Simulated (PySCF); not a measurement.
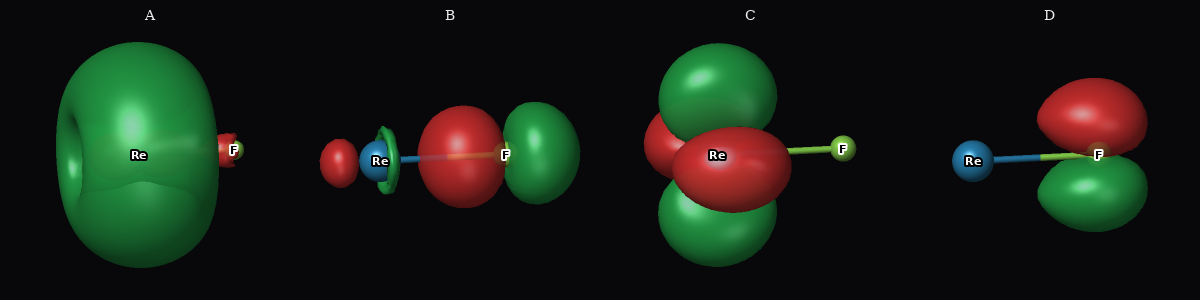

Figure 1: ReF (septet). Four frontier β-spin orbitals, each drawn at the value that holds 80 % of its norm (green and red are the two phases), in no order; of a degenerate pair one member is drawn.

Core potentials replace the inner electrons of Re.

Theory: PBE0/def2-TZVPP, non-relativistic Hamiltonian with scalar-relativistic core potentials where named, at a bond length of 1.990 Å in PySCF.

Question: Label each orbital by symmetry, say whether it is occupied, and order them by energy.

Answer: Orbital B: σ, occupied in this spin, −11.17 eV; mainly on F (85 %).
Orbital D: π, occupied in this spin, −10.22 eV; mainly on F (90 %).
Orbital A: σ, empty in this spin, −2.95 eV; almost wholly on Re.
Orbital C: δ, empty in this spin, −2.06 eV; almost wholly on Re.
